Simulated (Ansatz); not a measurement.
**C₄H₁₁Al: small, medium and large basis sets**

How large a basis does C₄H₁₁Al need? Two functionals are run in growing sets.

Computed with Ansatz 0.2.0, Gaussian basis. Level: one geometry, several basis sets.

The runs, in order: PBE0-D4/def2-SVP; ωB97M-V/def2-SVP; PBE0-D4/def2-QZVPP; ωB97M-V/def2-QZVPP; the functionals' def2-TZVPP values are taken from earlier runs.

### 1 Structure used throughout

All runs share one geometry, relaxed beforehand with PBE0-D4 in a triple-zeta def2 set.

16 atoms, charge 0, spin multiplicity 1.

Atoms are counted from 1 here; the program's logs count them from 0.

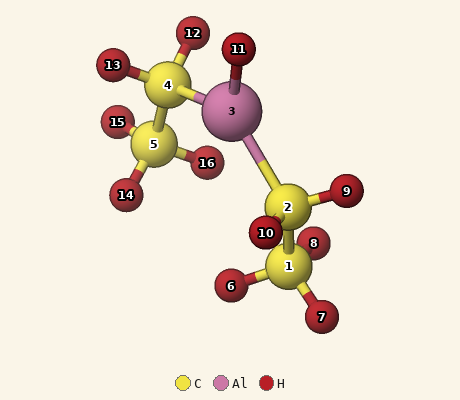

The structure; carbon yellow, aluminium pink, hydrogen red; atoms are numbered from 1 in the order of the file.

### 2 PBE0-D4 in def2-SVP

The input, in.yaml:

```yaml
crystal:
  periodic: [false, false, false]
  atoms:
    - {symbol: C, position_ang: [-0.945992, 1.589008, 0.870946]}
    - {symbol: C, position_ang: [0.345990, 1.053209, 1.484126]}
    - {symbol: Al, position_ang: [1.197178, -0.537637, 0.709500]}
    - {symbol: C, position_ang: [0.619659, -1.488354, -0.908515]}
    - {symbol: C, position_ang: [-0.536118, -0.930958, -1.736598]}
    - {symbol: H, position_ang: [-0.814311, 1.862472, -0.178931]}
    - {symbol: H, position_ang: [-1.312547, 2.478939, 1.392267]}
    - {symbol: H, position_ang: [-1.747787, 0.846449, 0.902931]}
    - {symbol: H, position_ang: [0.197508, 0.834851, 2.551217]}
    - {symbol: H, position_ang: [1.116223, 1.838644, 1.486510]}
    - {symbol: H, position_ang: [2.481048, -1.112468, 1.466836]}
    - {symbol: H, position_ang: [0.394733, -2.517580, -0.591919]}
    - {symbol: H, position_ang: [1.515483, -1.601739, -1.535493]}
    - {symbol: H, position_ang: [-0.318630, 0.072853, -2.111224]}
    - {symbol: H, position_ang: [-0.759891, -1.556143, -2.606767]}
    - {symbol: H, position_ang: [-1.455443, -0.854047, -1.150684]}
basis:
  gaussian: {orbitals: def2-SVP}
hamiltonian: {xc: pbe0, dispersion: d4}
output: {orbitals: {seedname: orbitals}}
```

The run is started by

```
ansatz run in.yaml --threads 4 --pin off --events-out ev --progress --plain --max-ram 10444MiB
```

The program printed:

```text
Functional definition: PBE0
  name "PBE0"
  cite "Adamo & Barone, J. Chem. Phys. 110, 6158 (1999) doi:10.1063/1.478522"
  cite "Perdew, Burke & Ernzerhof, Phys. Rev. Lett. 77, 3865 (1996) doi:10.1103/PhysRevLett.77.3865"
  parent pbe
  parameter a = 0.25
  parameter kappa = 0.804
  parameter beta = 0.06672455060314922
  exchange = (1 - a)*pbe_x(kappa = kappa, mu = beta*pi^2/3) + a*exact_x
  correlation = pbe_c(beta = beta)
1496 factors; their error is unknown
mean field evaluation 1: about -10899.0639 eV, gradient 6.7e1 eV
mean field evaluation 2: about -10893.0916 eV, gradient 8.1e1 eV
mean field evaluation 4: about -10910.5672 eV, gradient 1.1e0 eV
mean field evaluation 8: about -10910.6501 eV, gradient 3.9e-2 eV
mean field -10910.65007056 eV, -400.9589945889 hartree, gradient 4.5e-5 eV, S^2 0.000000; 0 other end points of the search recorded, 0 dependent functions left out
reference -10910.65010287 eV, -400.9589957762 hartree; 24, 24 occupied and 105, 105 virtual orbitals, 1496 factors
Total energy: -10910.90177036 eV, -400.9682443858 hartree
```

Wall time 1.4 s (4 threads of Arm Neoverse V1, shared host); peak memory 0.3 GiB.

### 3 ωB97M-V in def2-SVP

Changes to in.yaml since step 2:

```diff
@@ -21,3 +21,3 @@
   gaussian: {orbitals: def2-SVP}
-hamiltonian: {xc: pbe0, dispersion: d4}
+hamiltonian: {xc: {name: wB97M-V}}
 output: {orbitals: {seedname: orbitals}}
```

The command is unchanged.

The program printed, cut to the lines that bear on the results:

```text
Functional definition: wB97M-V
  name "wB97M-V"
  cite "Mardirossian & Head-Gordon, J. Chem. Phys. 144, 214110 (2016) doi:10.1063/1.4952647"
  cite "Becke, J. Chem. Phys. 107, 8554 (1997) doi:10.1063/1.475007"
  cite "Vydrov & Van Voorhis, J. Chem. Phys. 133, 244103 (2010) doi:10.1063/1.3521275"
  # Of w^i u^j: cxij and so on, Table III.
[...]
  gx(w, u) = 1 - cx + cx01*u + cx10*w
  gss(w, u) = css00 + css04*u^4 + css10*w + css20*w^2 + css43*w^4*u^3
  gos(w, u) = cos00 + cos10*w + (cos20 + cos21*u)*w^2 + (cos60 + cos61*u)*w^6
[...]
      + integral(e_c_pw_mod_opposite_spin*gos(b97_w_opposite, b97_u_opposite)) + vv10(b, c)
1477 factors; their error is unknown
406 factors; integrals over basis functions are off by at most 8.3e-6 eV
[...]
mean field -10915.63119807 eV, -401.1420476487 hartree, gradient 6.1e-5 eV, S^2 0.000000; 0 other end points of the search recorded, 0 dependent functions left out
reference -10915.63125124 eV, -401.1420496024 hartree; 24, 24 occupied and 105, 105 virtual orbitals, 1477 factors
Total energy: -10915.63125124 eV, -401.1420496024 hartree
```

Run time: 6.5 s. Hardware: 4 threads of Arm Neoverse V1, shared host; peak memory 0.43 GiB.

### 4 PBE0-D4 in def2-QZVPP

Changes to in.yaml since step 3:

```diff
@@ -20,4 +20,4 @@
 basis:
-  gaussian: {orbitals: def2-SVP}
-hamiltonian: {xc: {name: wB97M-V}}
+  gaussian: {orbitals: "def2-QZVPP.json"}
+hamiltonian: {xc: pbe0, dispersion: d4}
 output: {orbitals: {seedname: orbitals}}
```

Same command.

The program printed:

```text
Functional definition: PBE0
  name "PBE0"
  cite "Adamo & Barone, J. Chem. Phys. 110, 6158 (1999) doi:10.1063/1.478522"
  cite "Perdew, Burke & Ernzerhof, Phys. Rev. Lett. 77, 3865 (1996) doi:10.1103/PhysRevLett.77.3865"
  parent pbe
  parameter a = 0.25
  parameter kappa = 0.804
  parameter beta = 0.06672455060314922
  exchange = (1 - a)*pbe_x(kappa = kappa, mu = beta*pi^2/3) + a*exact_x
  correlation = pbe_c(beta = beta)
1795 factors; their error is unknown
mean field evaluation 1: about -10900.8721 eV, gradient 8.6e1 eV
mean field evaluation 2: about -10887.4582 eV, gradient 1.1e2 eV
mean field evaluation 4: about -10918.0955 eV, gradient 2.2e0 eV
mean field evaluation 8: about -10918.1053 eV, gradient 4.8e-2 eV
mean field evaluation 16: about -10918.1073 eV, gradient 3.6e-5 eV
mean field -10918.10728683 eV, -401.2330422320 hartree, gradient 3.6e-5 eV, S^2 0.000000; 0 other end points of the search recorded, 0 dependent functions left out
reference -10918.10733652 eV, -401.2330440581 hartree; 24, 24 occupied and 604, 604 virtual orbitals, 1795 factors
Total energy: -10918.35900401 eV, -401.2422926677 hartree
```

Run time: 14 s. Hardware: 4 threads of Arm Neoverse V1, shared host; peak memory 2.5 GiB.

### 5 ωB97M-V in def2-QZVPP

Changes to in.yaml since step 4:

```diff
@@ -21,3 +21,3 @@
   gaussian: {orbitals: "def2-QZVPP.json"}
-hamiltonian: {xc: pbe0, dispersion: d4}
+hamiltonian: {xc: {name: wB97M-V}}
 output: {orbitals: {seedname: orbitals}}
```

Same command.

The program printed, cut to the lines that bear on the results:

```text
Functional definition: wB97M-V
  name "wB97M-V"
  cite "Mardirossian & Head-Gordon, J. Chem. Phys. 144, 214110 (2016) doi:10.1063/1.4952647"
  cite "Becke, J. Chem. Phys. 107, 8554 (1997) doi:10.1063/1.475007"
  cite "Vydrov & Van Voorhis, J. Chem. Phys. 133, 244103 (2010) doi:10.1063/1.3521275"
  # Of w^i u^j: cxij and so on, Table III.
[...]
  gx(w, u) = 1 - cx + cx01*u + cx10*w
  gss(w, u) = css00 + css04*u^4 + css10*w + css20*w^2 + css43*w^4*u^3
  gos(w, u) = cos00 + cos10*w + (cos20 + cos21*u)*w^2 + (cos60 + cos61*u)*w^6
[...]
      + integral(e_c_pw_mod_opposite_spin*gos(b97_w_opposite, b97_u_opposite)) + vv10(b, c)
1752 factors; their error is unknown
532 factors; integrals over basis functions are off by at most 9.1e-6 eV
[...]
mean field -10923.40306623 eV, -401.4276585355 hartree, gradient 3.8e-5 eV, S^2 0.000000; 0 other end points of the search recorded, 0 dependent functions left out
reference -10923.40314708 eV, -401.4276615064 hartree; 24, 24 occupied and 604, 604 virtual orbitals, 1752 factors
Total energy: -10923.40314708 eV, -401.4276615064 hartree
```

Wall time 30 s (4 threads of Arm Neoverse V1, shared host); peak memory 3.1 GiB.

### 6 Functionals by basis

The def2-TZVPP values come from earlier runs at the same geometry.

```csv
functional,basis,functions,energy (eV),from the largest (eV),HOMO (eV),LUMO (eV)
PBE0-D4,def2-SVP,129,-10910.9018,7.457,-7.07,-0.78
PBE0-D4,def2-TZVPP,320,-10917.8971,0.462,-7.08,-0.83
PBE0-D4,def2-QZVPP,628,-10918.3590,0.000,-7.09,-0.87
ωB97M-V,def2-SVP,129,-10915.6313,7.772,-9.27,0.85
ωB97M-V,def2-TZVPP,320,-10922.9510,0.452,-9.30,0.70
ωB97M-V,def2-QZVPP,628,-10923.4031,0.000,-9.30,0.45
```

### 7 What came out

```
                                       quantity          value
PBE0-D4: double and triple zeta above quadruple  7.46, 0.46 eV
ωB97M-V: double and triple zeta above quadruple  7.77, 0.45 eV
```

**Reading.** For PBE0-D4 the step from double to triple zeta gains 7.00 eV and the next only 0.46 eV. These are total energies; as a rule much of such shifts cancels in differences, which this series doesn't test.

For PBE0-D4 the largest set took about 10 times as long as the smallest (14 s against 1.4 s).
